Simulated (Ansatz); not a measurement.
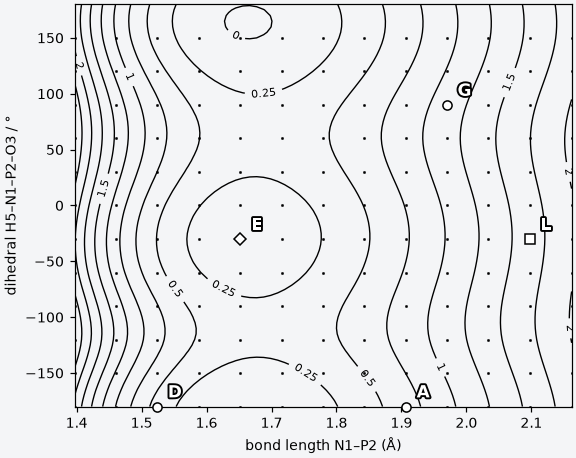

H4NO2P, SMILES NP(O)O. Coordinates scanned: (1) bond length N1–P2; (2) dihedral H5–N1–P2–O3. Nothing is relaxed (all other coordinates rigid). The scan uses a 13 × 12 grid. Points are written as (first, second). Energies are in eV, from the lowest grid point. All numbers below come from RHF/def2-TZVP in Ansatz 0.2.0.

Drawn: contour lines labelled in eV, dots at the grid points, lettered points. Between grid points the surface is interpolated.

Question: Is D the lowest point of the computed grid?

Answer: No. D lies 0.42 eV above the lowest grid point, which is at (1.652 Å, 150°).

Question: Rank the lettered points by energy, lowest first.

Answer: E (0.08 eV), D (0.42 eV), A (0.65 eV), G (1.12 eV), L (1.64 eV).
